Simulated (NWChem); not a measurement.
**CH3Cl (chloromethane) at HF/def2-SVP (tol2e 1e-08)**

What is the electronic atomisation energy of CH3Cl (chloromethane) at HF/def2-SVP (tol2e 1e-08)? 

The results are computed with NWChem 7.3.0.

8 further runs of the same task are left out: 1 that didn't finish, 7 set aside as unsound or not needed.

## (1) The system as given

CH3Cl: 5 atoms, total charge 0, spin state singlet. SMILES: `CCl`. The shape is that of a PBE0-D4/def2-TZVP optimisation.

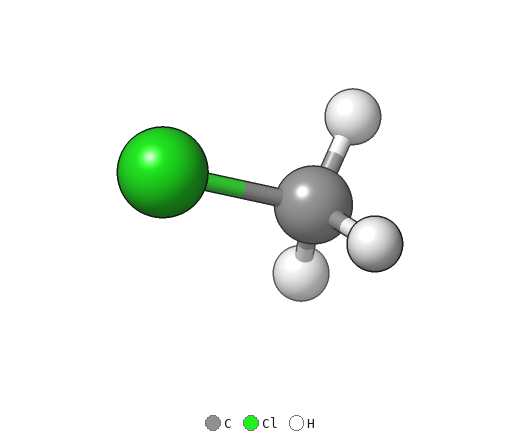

The structure, seen from a chosen angle (carbon grey, chlorine green, hydrogen white).

## (2) A single-point energy at HF/def2-SVP (tol2e 1e-08) (run 1)

Input file job.nw:

```
start job
title "CH3Cl energy"
memory stack 880 mb heap 220 mb global 1100 mb
charge 0

geometry noautosym nocenter noautoz
C    -0.120900    0.010000    0.051300
Cl    1.469400   -0.290800   -0.672500
H    -0.284800   -0.715400    0.844700
H    -0.880000   -0.097100   -0.720100
H    -0.133800    1.019700    0.455100
end

basis spherical bse
* library def2-SVP
end

scf
thresh 1e-08
maxiter 80
tol2e 1e-08
print low
end

task scf energy
```

Launch:

```bash
nwchem job.nw > job.out
```

The program printed:

```text
[...]
  functions       =    47
[...]
  wavefunction    = RHF
[...]
         Total SCF energy =   -498.934848849033
      One-electron energy =   -790.375182765635
      Two-electron energy =    239.902043029871
 Nuclear repulsion energy =     51.538290886730
        Time for solution =      1.1s
 Task  times  cpu:        1.2s     wall:        1.2s
[...]
```

Run time: 1.8 s. Hardware: 1 thread of Intel Xeon 6975P-C (Granite Rapids), shared host; peak memory 0.096 GiB.

## (3) The C atom at the same level (run 2)

Input file work.nw:

```
START work
TITLE "C energy"
memory stack 880 mb heap 220 mb global 1100 mb
charge 0
GEOMETRY noautosym nocenter noautoz
 C        0.000000       0.000000       0.000000
END
BASIS "ao basis" spherical bse
 * library def2-SVP
END
SCF
 nopen 2
 uhf
 thresh 1e-08
 maxiter 80
 tol2e 1e-08
 print low
END
TASK scf energy
```

Launch:

```bash
nwchem work.nw > work.out
```

The program printed (excerpt; [...] marks lines left out):

```text
[...]
  functions       =    14
[...]
  wavefunction    = UHF
[...]
         Total SCF energy =    -37.645229861339
      One electron energy =    -50.386510177328
      Two electron energy =     12.741280315989
 Nuclear repulsion energy =      0.000000000000
                       Sz =      1.0000
                 Sz(Sz+1) =      2.0000
                      S^2 =      2.0066
[...]
```

Run time: 0.65 s. Hardware: 1 thread of Intel Xeon 6975P-C (Granite Rapids), shared host; peak memory 0.097 GiB.

Run 3 isn't shown in full; the table further down has it.

## (4) The H atom at the same level (run 4)

Input file work.xyz:

```xyz
1
H hf
H      0.000000     0.000000     0.000000
```

Input file work.nw:

```
start work
title "H hf"
memory stack 880 mb heap 220 mb global 1100 mb
geometry noautosym nocenter noautoz
 load work.xyz
end
basis spherical bse
 * library def2-SVP
end
scf
 doublet
 uhf
 thresh 1e-08
 maxiter 80
 tol2e 1e-08
 print low
end
task scf energy
```

Run the same way, it converges to -0.49928 Eh (log not shown).

## (5) The series

```csv
run,level,partner,energy (Eh),wall time
1,HF/def2-SVP (tol2e 1e-08),base,-498.934849,1.8 s
2,UHF/def2-SVP (tol2e 1e-08),atoms,-37.645230,0.65 s
3,UHF/def2-SVP (tol2e 1e-08),atoms,-459.319303,0.83 s
4,UHF/def2-SVP (tol2e 1e-08),atoms,-0.499278,0.58 s
```

## (6) Outcome

Level: HF/def2-SVP (tol2e 1e-08).

| quantity | value |
| --- | --- |
| H atom: total energy | -0.49928 Eh |
| H atom: ⟨S²⟩ | 0.750 |
| electronic atomisation energy | 12.857 eV |

What this shows: Taking the molecule apart into free atoms costs 12.86 eV (296 kcal/mol), before zero-point energy and without spin-orbit coupling. Hartree–Fock lacks the correlation of the bonding pairs, which as a rule makes this value much too low; in minimal bases other errors can mask that. All runs together took 3.9 s, the longest 1.8 s.
